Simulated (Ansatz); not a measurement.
## ZrIr2, pressure series

The reference is ZrIr₂ in the cubic Laves (MgCu2 type) structure (space group Fd-3m, No. 227).

```cif
data_Ir4Zr2
_chemical_formula_sum 'Zr2 Ir4'
_space_group_name_H-M_alt 'P 1'
_space_group_IT_number 1
_cell_length_a 5.19473
_cell_length_b 5.19473
_cell_length_c 5.19473
_cell_angle_alpha 60.000
_cell_angle_beta 60.000
_cell_angle_gamma 60.000
loop_
_space_group_symop_operation_xyz
  'x, y, z'
loop_
_atom_site_label
_atom_site_type_symbol
_atom_site_fract_x
_atom_site_fract_y
_atom_site_fract_z
_atom_site_occupancy
Zr1 Zr 0.50000 0.50000 0.50000 1
Zr2 Zr 0.75000 0.75000 0.75000 1
Ir1 Ir 0.62500 0.12500 0.12500 1
Ir2 Ir 0.12500 0.12500 0.62500 1
Ir3 Ir 0.12500 0.62500 0.12500 1
Ir4 Ir 0.12500 0.12500 0.12500 1
```

Cell and atoms are relaxed at each pressure.

The values are results of PBEsol (Ansatz, a program for electronic structure, PAW, scalar-relativistic without spin-orbit coupling), not measurements.

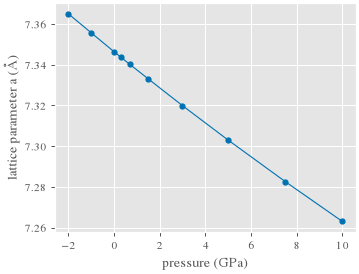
Fig. 1. Lattice parameter a against pressure

```
pressure (GPa)  lattice parameter a
--------------  -------------------
-2                          7.365 Å
-1                          7.356 Å
0.3                         7.344 Å
0.7                         7.340 Å
1.5                         7.333 Å
3                           7.320 Å
5                           7.303 Å
7.5                         7.283 Å
10                          7.263 Å
```

Load acts through the strain it causes; cell and atoms are relaxed under it. Stability against distortions was not tested. No other phases were tried under pressure. All final runs are without spin polarisation.
